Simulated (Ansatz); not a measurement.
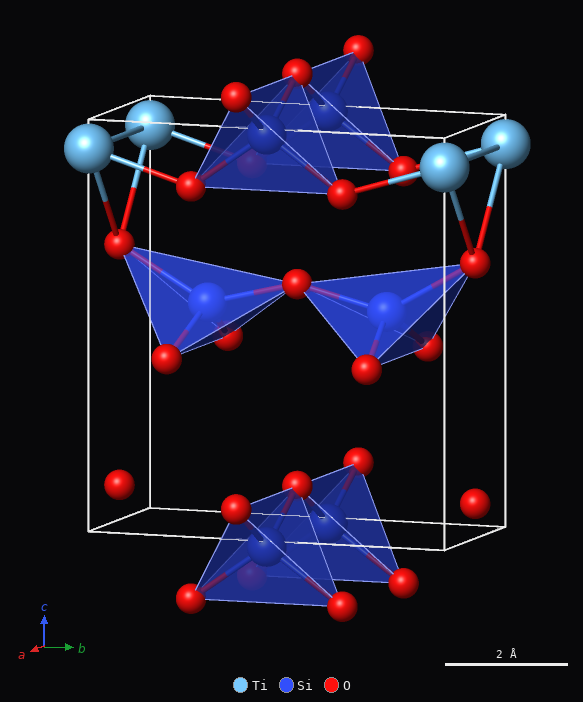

We look at a polyhedral model of the crystal slightly off an axis. The box is the conventional unit cell; atoms on or close to its faces, edges and corners are drawn wherever they repeat. A few atoms beyond the faces are included.

TiSi3O8, space group Pmm2 (No. 25), a = 2.886 Å, b = 6.262 Å, c = 6.870 Å, α = 90.00°, β = 90.00°, γ = 90.00°. The initial geometry was a structure type filled with these elements by a generator (whether the compound takes this form wasn't checked). Earlier steps of the study, as a rule a relaxation of our own, may have changed the cell and positions, so they can lie some per cent off the listed ones. Ansatz was used for an electronic-structure calculation on it.

This one geometry was computed with Ansatz (DFT, plane waves, PAW) at four levels of theory: HSE06, r2SCAN, PBE0 and PBE. It was relaxed beforehand with r2SCAN.

> Which level gives the highest pressure at this volume, and what does that say about its equilibrium volume?

Highest: PBE (6.3 GPa), which points to the largest equilibrium volume. Lowest, with the smallest volume: HSE06 (-1.0 GPa) and PBE0 (-1.1 GPa). Levels within 0.5 GPa of each other can't be told apart.

> How does the band gap change with the level of theory?

PBE: a gap of 3.31 eV, direct; r2SCAN: a gap of 3.74 eV, direct; HSE06: a gap of 5.10 eV, direct; PBE0: a gap of 5.87 eV, direct.

> Collect the results in a table.

| level | cutoff (eV) | k-mesh of the run's cell | gap (eV) | pressure (GPa) |
| --- | --- | --- | --- | --- |
| HSE06 | 420 | 6×2×2 | 5.10 | -1.0 |
| r2SCAN | 500 | 8×4×4 | 3.74 | 0.0 |
| PBE0 | 420 | 6×2×2 | 5.87 | -1.1 |
| PBE | 420 | 8×4×4 | 3.31 | 6.3 |

Gaps are taken on the k-mesh or band path of each run.
